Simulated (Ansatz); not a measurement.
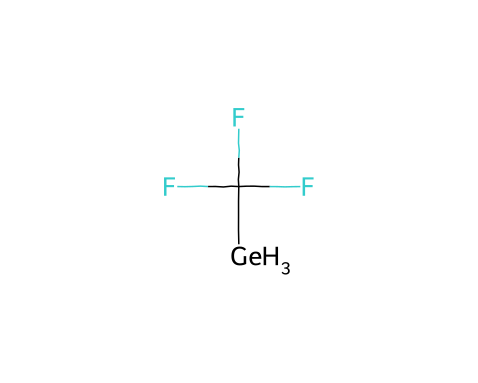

Source: calculation with Ansatz.

Skeletal drawing of a molecule.

### Write the SMILES.

F[C](F)(F)[GeH3]

### What is the molecular formula?

CH3F3Ge.

### An optimisation with PBE-D4/def2-SVP gave a structure of which point group?

C3v.
